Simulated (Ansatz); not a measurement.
**Single-point calculation, with input and output: CH4AlF**

The run: single-point calculation of CH4AlF. Method and program: RKS PBE0-D4/def2-TZVPP (Ansatz 0.2.0).

The geometry comes from this level: PBE0-D4/def2-TZVP.

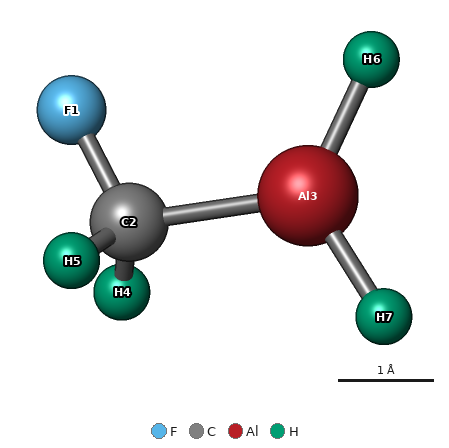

The input geometry (ball-and-stick view, seen at a tilt; atoms are numbered from 1 in the order of the input). Sticks mark near contacts. Bond lengths as drawn: Al–C 1.98 Å, Al–H 1.58 to 1.59 Å, C–F 1.40 Å and C–H 1.10 Å.

## Key numbers

- outcome: converged
- total energy: −10409.7497 eV
- mean-field energy: −10409.6787 eV
- dispersion energy: −0.0710 eV
- SCF solution under orbital rotations: stable
- HOMO: −7.84 eV
- LUMO: −1.60 eV
- hardware: 2 threads of Arm Neoverse V1, 23 GiB of memory available, shared host
- wall time: 1.6 s (CPU time 3 s)
- peak memory: 0.26 GiB

## Input
```yaml
crystal:
  periodic: [false, false, false]
  atoms:
    - {symbol: F, position_ang: [-1.743907, 0.315967, -0.650387]}
    - {symbol: C, position_ang: [-0.605982, -0.466850, -0.434289]}
    - {symbol: Al, position_ang: [0.816065, 0.518738, 0.529751]}
    - {symbol: H, position_ang: [-0.257224, -0.826606, -1.412127]}
    - {symbol: H, position_ang: [-0.918230, -1.365959, 0.114688]}
    - {symbol: H, position_ang: [0.606993, 2.023542, 0.974641]}
    - {symbol: H, position_ang: [2.163485, -0.266934, 0.832024]}
basis:
  gaussian: {orbitals: def2-TZVPP}
hamiltonian: {xc: pbe0, dispersion: d4}
output: {orbitals: {seedname: orbitals}}
```

Run as:
```bash
ansatz run in.yaml --threads 2 --pin off --events-out ev --progress --plain --max-ram 4352MiB
```

## The program's output
```
Functional definition: PBE0
  name "PBE0"
  cite "Adamo & Barone, J. Chem. Phys. 110, 6158 (1999) doi:10.1063/1.478522"
  cite "Perdew, Burke & Ernzerhof, Phys. Rev. Lett. 77, 3865 (1996) doi:10.1103/PhysRevLett.77.3865"
  parent pbe
  parameter a = 0.25
  parameter kappa = 0.804
  parameter beta = 0.06672455060314922
  exchange = (1 - a)*pbe_x(kappa = kappa, mu = beta*pi^2/3) + a*exact_x
  correlation = pbe_c(beta = beta)
872 factors; their error is unknown
mean field evaluation 1: about -10406.7445 eV, gradient 3.6e1 eV
mean field evaluation 2: about -10406.2182 eV, gradient 3.9e1 eV
mean field evaluation 4: about -10409.6613 eV, gradient 1.3e0 eV
mean field evaluation 8: about -10409.6787 eV, gradient 2.9e-2 eV
mean field -10409.67868832 eV, -382.5486358623 hartree, gradient 2.6e-5 eV, S^2 0.000000; 0 other end points of the search recorded, 0 dependent functions left out
reference -10409.67871996 eV, -382.5486370247 hartree; 16, 16 occupied and 144, 144 virtual orbitals, 872 factors
Total energy: -10409.74968226 eV, -382.5512448413 hartree
```

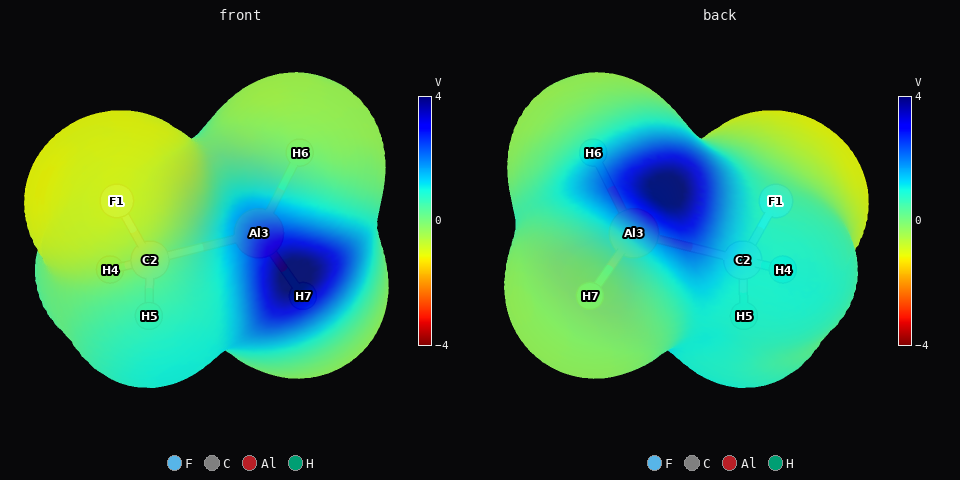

The electrostatic potential painted on the density surface at 0.002 e/bohr³, seen at a tilt and from behind; red is negative and blue positive.

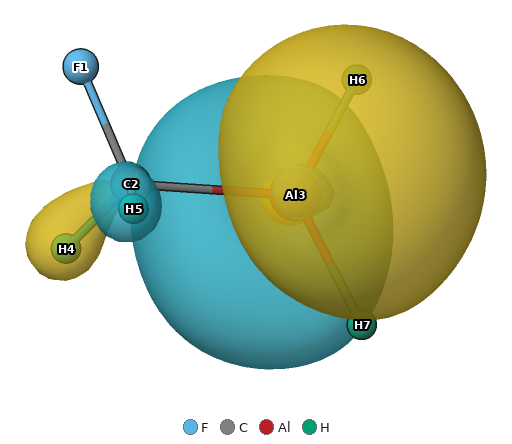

One frontier orbital at ±0.1 Å⁻³ᐟ² (yellow and cyan are the two phases), seen at a tilt. The LUMO, at −1.60 eV. Its weight (Hirshfeld) is mainly on Al3 (80 %).

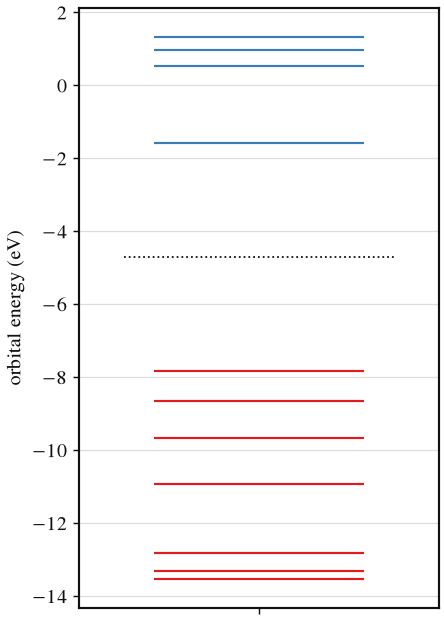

Orbital energies near the frontier; the dotted line parts filled from empty levels, and levels within 0.02 eV of each other stand side by side. Highest filled −7.84 eV, lowest empty −1.60 eV, 6.24 eV apart.
